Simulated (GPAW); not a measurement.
# HfGe2N4 monolayer: work function by functional and basis, part 2 of 2

How far do functional and basis move the work function of HfGe2N4 monolayer? Where a layer proves gapped, the work function hangs on where the smearing puts the Fermi level, and the band edges take its place.

GPAW 26.7.0; GPAW, PAW setups; layer in a repeated cell with vacuum, relaxation of atoms and in-plane cell (the session's first sound run).

So far, upper work function (eV): step 3 (the slab's potential, PBE, GPAW) 6.01; step 4 (OptPBE vdW: xc = "optPBE-vdW", GPAW, PAW setups, GPAW) 6.26; step 5 (self-consistent run: xc = "vdW-DF2", GPAW, PAW setups, GPAW) 6.49.

### Step 6. Self-consistent run: xc = "RPBE"

Level of this step: GPAW, PAW setups; slab in vacuum (GPAW).

The same geometry under RPBE, to see how far the functional moves the levels against the vacuum.

Input file run.py:

```python
import json
import numpy as np
from ase import Atoms
from gpaw import GPAW, PW

slab = Atoms(
    ['N', 'Ge', 'N', 'Hf', 'N', 'Ge', 'N'],
    positions=[
        [-0.00000, -0.00000, 7.00000],
        [0.00000, 1.79821, 7.60843],
        [0.00000, 1.79821, 9.49354],
        [0.00000, 0.00000, 10.72575],
        [0.00000, 1.79821, 11.95794],
        [0.00000, 1.79821, 13.84305],
        [-0.00000, 0.00000, 14.45149]],
    cell=[[3.11458, -0.0, 0.0], [-1.55729, 2.69731, 0.0], [0.0, 0.0, 21.4515]],
    pbc=[True, True, False])

slab.calc = GPAW(mode=PW(500), xc='RPBE', kpts={'size': (12, 12, 1), 'gamma': True},
                 occupations={'name': 'fermi-dirac', 'width': 0.05}, nbands='200%',
                 convergence={'density': 1e-05}, maxiter=200,
                 poissonsolver={'dipolelayer': 'xy'},
                 symmetry={'tolerance': 1e-3}, txt='slab.txt')
result = {}
energy = slab.get_potential_energy()
fermi = slab.calc.get_fermi_level()
v = slab.calc.get_electrostatic_potential().mean((0, 1)) - fermi
n = slab.calc.get_pseudo_density().mean((0, 1))
L = slab.cell[2, 2]
z = np.arange(len(v)) * L / len(v)
low, high = slab.positions[:, 2].min(), slab.positions[:, 2].max()
below, above = np.interp([low - 4.8, high + 4.8], z, v)
slopes = [np.interp(x, z, np.gradient(v, z)) for x in (low - 4.8, high + 4.8)]
eps = np.array([[slab.calc.get_eigenvalues(k, s) for k in range(len(slab.calc.get_ibz_k_points()))]
                for s in range(slab.calc.get_number_of_spins())]) - fermi
top, bottom = eps[eps < 0].max(), eps[eps > 0].min()
dipole = slab.get_dipole_moment()[2]
print(f'energy {energy:.4f} eV, Fermi level {fermi:.4f} eV, dipole {dipole:.5f} e A')
print(f'potential 4.8 A off the faces, from the Fermi level: lower {below:.4f} eV, upper {above:.4f} eV')
print(f'slope of the potential there: lower {slopes[0]:.5f}, upper {slopes[1]:.5f} eV/A')
print(f'nearest levels on the mesh: {top:.4f} and {bottom:.4f} eV')
print('magnetic moment', round(slab.get_magnetic_moment(), 3))
result.update(energy=energy, fermi=fermi, dipole=dipole, below=below, above=above, slopes=slopes, edges=[top, bottom],
              z=z.tolist(), v=v.tolist(), n=n.tolist(), positions=slab.positions.tolist(),
              forces=slab.get_forces(apply_constraint=False).tolist(), moments=slab.get_magnetic_moments().tolist())
json.dump(result, open('result.json', 'w'))
```

Started as:

```bash
> OMP_NUM_THREADS=1 OPENBLAS_NUM_THREADS=1 python run.py
```

What it wrote:

```text
energy -47.9838 eV, Fermi level 0.8766 eV, dipole 0.00096 e A
potential 4.8 A off the faces, from the Fermi level: lower 5.8448 eV, upper 5.8508 eV
slope of the potential there: lower -0.00108, upper 0.00108 eV/A
nearest levels on the mesh: -0.9058 and 0.8408 eV
magnetic moment 0.0
```

Run time: 97 s. Hardware: 1 thread of Arm Neoverse V1, shared host; peak memory 0.26 GiB.

This step gave:

* dipole along the normal: 9.62e-4 e·Å
* levels nearest the Fermi level on the mesh: -0.9058, 0.8408 eV from the Fermi level
* upper work function: 5.851 eV
* lower work function: 5.845 eV
* upper ionisation energy: 6.757 eV

The electrostatic potential energy of an electron (without an applied field's), less the Fermi level, planar mean oscillates, so the rows of the table below give means over windows of 1.05 Å about each position, cut where the curve ends. Its maxima inside the range that stand out by 2 % of the span (Å: eV): 8.8: 1.11, 9.9: -7.64, 11.6: -7.64, 12.6: 1.11. Its minima: 7.6: -21.4, 9.5: -11.0, 10.7: -24.6, 12.0: -11.0, 13.9: -21.4.

Table of electrostatic potential energy of an electron (without an applied field's), less the Fermi level, planar mean by z; means over each step:

| z (Å) | electrostatic potential energy of an electron (without an applied field's), less the Fermi level, planar mean (eV) |
| --- | --- |
| 0.53 | 5.85 |
| 1.58 | 5.85 |
| 2.63 | 5.84 |
| 3.68 | 5.84 |
| 4.73 | 5.81 |
| 5.78 | 4.89 |
| 6.83 | -10.5 |
| 7.88 | -13.9 |
| 8.93 | -1.95 |
| 9.98 | -11.7 |
| 11.03 | -17.6 |
| 12.08 | -6.05 |
| 13.13 | -5.10 |
| 14.18 | -18.4 |
| 15.23 | 1.67 |
| 16.28 | 5.71 |
| 17.33 | 5.84 |
| 18.38 | 5.85 |
| 19.43 | 5.85 |
| 20.48 | 5.85 |

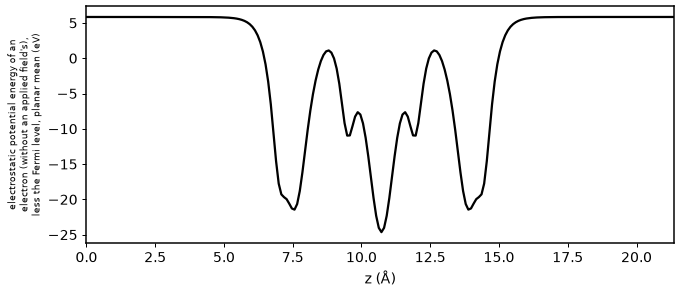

Electrostatic potential energy of an electron (without an applied field's), less the Fermi level, planar mean, plotted against z.

The highest filled level lies 0.906 eV under the Fermi level, so the ionisation energy from the upper face is 5.851 + 0.906 = 6.757 eV, against 6.885 eV in the base run.

### Step 7. Self-consistent run: xc = "revPBE"

The same geometry under revPBE, to see how far the functional moves the levels against the vacuum.

Edit run.py of step 6 so:

```diff
@@ -18,3 +18,3 @@
 
-slab.calc = GPAW(mode=PW(500), xc='RPBE', kpts={'size': (12, 12, 1), 'gamma': True},
+slab.calc = GPAW(mode=PW(500), xc='revPBE', kpts={'size': (12, 12, 1), 'gamma': True},
                  occupations={'name': 'fermi-dirac', 'width': 0.05}, nbands='200%',
```

What it wrote:

```text
energy -48.3995 eV, Fermi level 0.8528 eV, dipole 0.00096 e A
potential 4.8 A off the faces, from the Fermi level: lower 5.8566 eV, upper 5.8626 eV
slope of the potential there: lower -0.00108, upper 0.00108 eV/A
nearest levels on the mesh: -0.8994 and 0.8357 eV
magnetic moment 0.0
```

It took 98 s on 1 thread; peak memory 0.27 GiB.

This step gave:

| Item | Value |
| --- | --- |
| dipole along the normal | 9.63e-4 e·Å |
| levels nearest the Fermi level on the mesh | -0.8994, 0.8357 eV from the Fermi level |
| upper work function | 5.863 eV |
| lower work function | 5.857 eV |
| upper ionisation energy | 6.762 eV |

The highest filled level lies 0.899 eV under the Fermi level, so the ionisation energy from the upper face is 5.863 + 0.899 = 6.762 eV, against 6.885 eV in the base run.

### Step 8. Self-consistent run: xc = "LDA"

The same geometry under LDA, to see how far the functional moves the levels against the vacuum.

Edit run.py of step 7 so:

```diff
@@ -18,3 +18,3 @@
 
-slab.calc = GPAW(mode=PW(500), xc='revPBE', kpts={'size': (12, 12, 1), 'gamma': True},
+slab.calc = GPAW(mode=PW(500), xc='LDA', kpts={'size': (12, 12, 1), 'gamma': True},
                  occupations={'name': 'fermi-dirac', 'width': 0.05}, nbands='200%',
```

What it wrote:

```text
energy -56.7711 eV, Fermi level 0.3471 eV, dipole 0.00098 e A
potential 4.8 A off the faces, from the Fermi level: lower 6.3810 eV, upper 6.3870 eV
slope of the potential there: lower -0.00112, upper 0.00112 eV/A
nearest levels on the mesh: -0.8160 and 0.7887 eV
magnetic moment 0.0
```

Run time: 96 s. Hardware: 1 thread; peak memory 0.27 GiB.

This step gave:

* dipole along the normal: 9.83e-4 e·Å
* levels nearest the Fermi level on the mesh: -0.8160, 0.7887 eV from the Fermi level
* upper work function: 6.387 eV
* lower work function: 6.381 eV
* upper ionisation energy: 7.203 eV

The electrostatic potential energy of an electron (without an applied field's), less the Fermi level, planar mean oscillates, so the rows of the table below give means over windows of 1.05 Å about each position, cut where the curve ends. Its maxima inside the range that stand out by 2 % of the span (Å: eV): 8.8: 1.61, 9.9: -7.12, 11.6: -7.12, 12.6: 1.62. Its minima: 7.6: -21.0, 9.5: -10.5, 10.7: -24.0, 12.0: -10.5, 13.9: -21.0.

Electrostatic potential energy of an electron (without an applied field's), less the Fermi level, planar mean against z; means over each step:

| z (Å) | electrostatic potential energy of an electron (without an applied field's), less the Fermi level, planar mean (eV) |
| --- | --- |
| 0.53 | 6.38 |
| 1.58 | 6.38 |
| 2.63 | 6.38 |
| 3.68 | 6.38 |
| 4.73 | 6.35 |
| 5.78 | 5.42 |
| 6.83 | -10.0 |
| 7.88 | -13.4 |
| 8.93 | -1.45 |
| 9.98 | -11.1 |
| 11.03 | -17.0 |
| 12.08 | -5.57 |
| 13.13 | -4.53 |
| 14.18 | -18.0 |
| 15.23 | 2.17 |
| 16.28 | 6.25 |
| 17.33 | 6.38 |
| 18.38 | 6.39 |
| 19.43 | 6.39 |
| 20.48 | 6.39 |

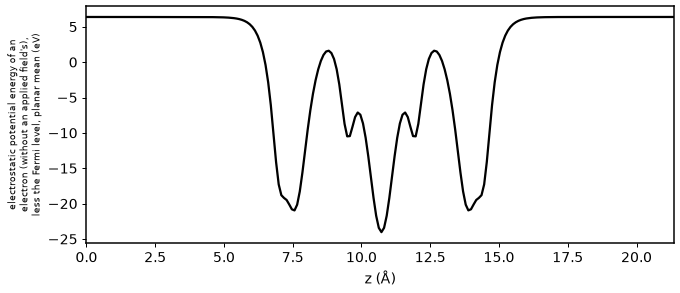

Electrostatic potential energy of an electron (without an applied field's), less the Fermi level, planar mean against z.

The highest filled level lies 0.816 eV under the Fermi level, so the ionisation energy from the upper face is 6.387 + 0.816 = 7.203 eV, against 6.885 eV in the base run.

### Step 9. Real-space grid: mode = "fd"

A real-space grid is a second complete basis, so it checks the plane-wave result.

Edit run.py of step 8 so:

```diff
@@ -3,3 +3,3 @@
 from ase import Atoms
-from gpaw import GPAW, PW
+from gpaw import GPAW
 
@@ -18,3 +18,3 @@
 
-slab.calc = GPAW(mode=PW(500), xc='LDA', kpts={'size': (12, 12, 1), 'gamma': True},
+slab.calc = GPAW(mode='fd', h=0.18, xc='PBE', kpts={'size': (12, 12, 1), 'gamma': True},
                  occupations={'name': 'fermi-dirac', 'width': 0.05}, nbands='200%',
```

What it wrote:

```text
energy -53.2845 eV, Fermi level -6.0269 eV, dipole -0.00028 e A
potential 4.8 A off the faces, from the Fermi level: lower 6.0239 eV, upper 6.0299 eV
slope of the potential there: lower -0.00003, upper 0.00003 eV/A
nearest levels on the mesh: -0.8999 and 0.8795 eV
magnetic moment 0.0
```

The job ended after 3.7 min (1 thread; peak memory 0.71 GiB).

This step gave:

```yaml
dipole_along_the_normal: -2.82e-4 e·Å
levels_nearest_the_fermi_level_on_the_mesh: -0.8999, 0.8795 eV from the Fermi level
upper_work_function: 6.030 eV
lower_work_function: 6.024 eV
upper_ionisation_energy: 6.930 eV
```

The electrostatic potential energy of an electron (without an applied field's), less the Fermi level, planar mean oscillates, so the rows of the table below give means over windows of 1.16 Å about each position, cut where the curve ends. Its maxima inside the range that stand out by 2 % of the span (Å: eV): 8.8: 1.23, 9.9: -7.57, 11.5: -7.57, 12.7: 1.24. Its minima: 7.5: -21.3, 9.6: -10.8, 10.7: -24.5, 11.9: -10.8, 13.9: -21.3.

The electrostatic potential energy of an electron (without an applied field's), less the Fermi level, planar mean by z; means over each step:

| z (Å) | electrostatic potential energy of an electron (without an applied field's), less the Fermi level, planar mean (eV) |
| --- | --- |
| 0.58 | 6.02 |
| 1.74 | 6.02 |
| 2.90 | 6.02 |
| 4.06 | 6.02 |
| 5.22 | 5.86 |
| 6.38 | -1.01 |
| 7.54 | -17.8 |
| 8.70 | -1.51 |
| 9.86 | -10.6 |
| 11.02 | -17.2 |
| 12.18 | -4.84 |
| 13.34 | -9.27 |
| 14.50 | -12.7 |
| 15.66 | 4.94 |
| 16.82 | 6.00 |
| 17.98 | 6.03 |
| 19.14 | 6.03 |
| 20.30 | 6.03 |

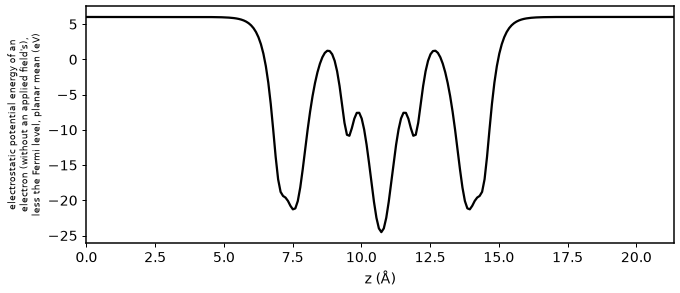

Electrostatic potential energy of an electron (without an applied field's), less the Fermi level, planar mean, plotted against z.

The highest filled level lies 0.900 eV under the Fermi level, so the ionisation energy from the upper face is 6.030 + 0.900 = 6.930 eV, against 6.885 eV in the base run.

### Step 10. Atomic orbitals: mode = "lcao"

Atom-centred orbitals end a few angstrom from the surface, which tests how much the density's tail matters.

Edit run.py of step 9 so:

```diff
@@ -18,4 +18,4 @@
 
-slab.calc = GPAW(mode='fd', h=0.18, xc='PBE', kpts={'size': (12, 12, 1), 'gamma': True},
-                 occupations={'name': 'fermi-dirac', 'width': 0.05}, nbands='200%',
+slab.calc = GPAW(mode='lcao', basis='dzp', h=0.18, xc='PBE', kpts={'size': (12, 12, 1), 'gamma': True},
+                 occupations={'name': 'fermi-dirac', 'width': 0.05}, nbands='120%',
                  convergence={'density': 1e-05}, maxiter=200,
```

What it wrote:

```text
energy -50.2104 eV, Fermi level -6.0046 eV, dipole -0.00028 e A
potential 4.8 A off the faces, from the Fermi level: lower 6.0016 eV, upper 6.0076 eV
slope of the potential there: lower 0.00000, upper 0.00000 eV/A
nearest levels on the mesh: -0.8751 and 0.8666 eV
magnetic moment 0.0
```

Run time: 4.2 min. Hardware: 1 thread; peak memory 0.32 GiB.

This step gave:

```
levels nearest the Fermi level on the mesh : -0.8751, 0.8666 eV from the Fermi level
upper work function                        : 6.008 eV
lower work function                        : 6.002 eV
upper ionisation energy                    : 6.883 eV
```

The highest filled level lies 0.875 eV under the Fermi level, so the ionisation energy from the upper face is 6.008 + 0.875 = 6.883 eV, against 6.885 eV in the base run.

### Step 11. The ladder

Times are for 1 thread of Arm Neoverse V1, shared host. Results by setting:

| no. | run | upper ionisation energy (eV) | time | memory (GiB) |
| --- | --- | --- | --- | --- |
| 1 | pw | 6.885 | 99 s | 0.26 |
| 2 | optPBE vdW | 7.160 | 1.9 min | 0.45 |
| 3 | vdW DF2 | 7.381 | 1.8 min | 0.45 |
| 4 | RPBE | 6.757 | 97 s | 0.26 |
| 5 | revPBE | 6.762 | 98 s | 0.27 |
| 6 | LDA | 7.203 | 96 s | 0.27 |
| 7 | fd | 6.930 | 3.7 min | 0.71 |
| 8 | lcao | 6.883 | 4.2 min | 0.32 |

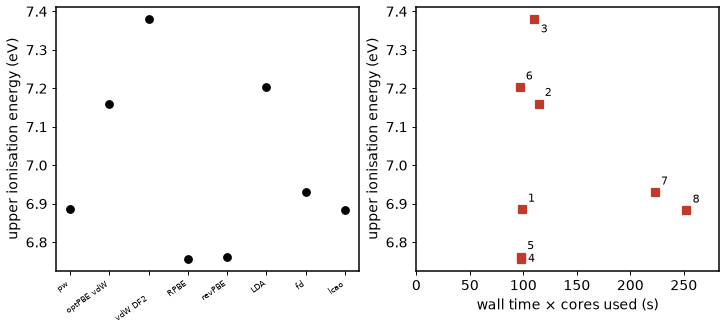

The series as plots; the last panel sets the first result against cost, with the runs numbered as in the table.

### Step 12. Side by side

Results and costs are gathered.

This step: comparison of work functions, dipole and cost (GPAW 26.7.0).

Ladder, by row:

| step | code | work function, upper (eV) | work function, lower (eV) | dipole (e Å) | wall time (s) | peak memory (GiB) | threads |
| --- | --- | --- | --- | --- | --- | --- | --- |
| pw | GPAW | 6.009 | 6.003 | 9.67e-4 | 98.52 | 0.26 | 1 |
| optPBE-vdW | GPAW | 6.257 | 6.251 | 9.63e-4 | 114.2 | 0.45 | 1 |
| vdW-DF2 | GPAW | 6.495 | 6.489 | 9.63e-4 | 110.4 | 0.45 | 1 |
| RPBE | GPAW | 5.851 | 5.845 | 9.62e-4 | 97.4 | 0.26 | 1 |
| revPBE | GPAW | 5.863 | 5.857 | 9.63e-4 | 97.81 | 0.27 | 1 |
| LDA | GPAW | 6.387 | 6.381 | 9.83e-4 | 96.46 | 0.27 | 1 |
| fd | GPAW | 6.03 | 6.024 | -2.82e-4 | 222.8 | 0.71 | 1 |
| lcao | GPAW | 6.008 | 6.002 | -2.82e-4 | 252.4 | 0.32 | 1 |

### Step 13. A changed run

One more run, with changed settings.

This step: GPAW, PAW setups; slab in vacuum (GPAW 26.7.0).

Edit run.py of step 10 so:

```diff
@@ -3,3 +3,3 @@
 from ase import Atoms
-from gpaw import GPAW
+from gpaw import GPAW, PW
 
@@ -18,5 +18,5 @@
 
-slab.calc = GPAW(mode='lcao', basis='dzp', h=0.18, xc='PBE', kpts={'size': (12, 12, 1), 'gamma': True},
-                 occupations={'name': 'fermi-dirac', 'width': 0.05}, nbands='120%',
-                 convergence={'density': 1e-05}, maxiter=200,
+slab.calc = GPAW(mode=PW(500), xc='PBE', kpts={'size': (12, 12, 1), 'gamma': True},
+                 occupations={'name': 'fermi-dirac', 'width': 0.05}, nbands='200%',
+                 convergence={'density': 1e-05}, maxiter=50,
                  poissonsolver={'dipolelayer': 'xy'},
@@ -31,4 +31,4 @@
 low, high = slab.positions[:, 2].min(), slab.positions[:, 2].max()
-below, above = np.interp([low - 4.8, high + 4.8], z, v)
-slopes = [np.interp(x, z, np.gradient(v, z)) for x in (low - 4.8, high + 4.8)]
+below, above = np.interp([low - 1.0, high + 1.0], z, v)
+slopes = [np.interp(x, z, np.gradient(v, z)) for x in (low - 1.0, high + 1.0)]
 eps = np.array([[slab.calc.get_eigenvalues(k, s) for k in range(len(slab.calc.get_ibz_k_points()))]
@@ -38,3 +38,3 @@
 print(f'energy {energy:.4f} eV, Fermi level {fermi:.4f} eV, dipole {dipole:.5f} e A')
-print(f'potential 4.8 A off the faces, from the Fermi level: lower {below:.4f} eV, upper {above:.4f} eV')
+print(f'potential 1.0 A off the faces, from the Fermi level: lower {below:.4f} eV, upper {above:.4f} eV')
 print(f'slope of the potential there: lower {slopes[0]:.5f}, upper {slopes[1]:.5f} eV/A')
```

What it wrote:

```text
energy -50.7868 eV, Fermi level 0.7237 eV, dipole 0.00097 e A
potential 1.0 A off the faces, from the Fermi level: lower 4.7459 eV, upper 4.7519 eV
slope of the potential there: lower -4.18247, upper 4.18261 eV/A
nearest levels on the mesh: -0.8760 and 0.8147 eV
magnetic moment 0.0
```

It took 98 s on 1 thread; peak memory 0.27 GiB.

The run finished. A setting was moved off its sound value on purpose, so it serves as a test and not as the result.

The fault put into the input: the potential probed 1 A off the face (probe = 1.0).

### Step 14. Outcome

```yaml
work_function_upper_and_lower_face_fermi_level_placed_in_the_gap_by_the_smearing: 6.009 and 6.003 eV
ionisation_energy_from_the_upper_face_highest_filled_level_on_the_mesh: 6.89 eV
electron_affinity_from_the_upper_face_lowest_empty_kohn_sham_level_on_the_mesh: 5.19 eV
dipole_along_the_normal: 9.7e-4 e Å, near the numerical noise
```

In words: With plane waves and PBE the ionisation energy from the upper face is 6.89 eV and the Kohn-Sham electron affinity 5.19 eV. The levels nearest the Fermi level on the mesh lie 1.69 eV apart, so the slab is gapped there: the smearing puts the Fermi level inside the gap, and from either face the ionisation energy is the work function plus 0.88 eV. Both are Kohn-Sham levels on the mesh, and semilocal gaps are too small, so the affinity tends to come out too large and the ionisation energy too small. Work functions of a gapped slab move with the place of the Fermi level in the gap; over the runs without a planted fault the highest filled level on the mesh lies 6.76 (RPBE) to 7.38 eV (vdW-DF2) under the upper vacuum level. The starting lattice was a guess from atomic radii; the relaxation moved it by 3 %. With elements this heavy, spin-orbit coupling can move band edges by tenths of an eV. The small printed dipole stands for a step of -21 meV from the lower to the upper face, and the probes find 6.0 meV; values this small are near the numerical noise of both. The layer's cell and atoms come from the relaxation; spin-orbit coupling and temperature are left out.

[Logs are printed without paths, hosts, clocks, repeated set-up lines and the standing remarks that a program may print on its own settings, such as how far it seeks lower states.]

[Hosts, paths, dates, database ids (printed as entryN), source tags and the programs' standing remarks are cut or masked in the printed files.]
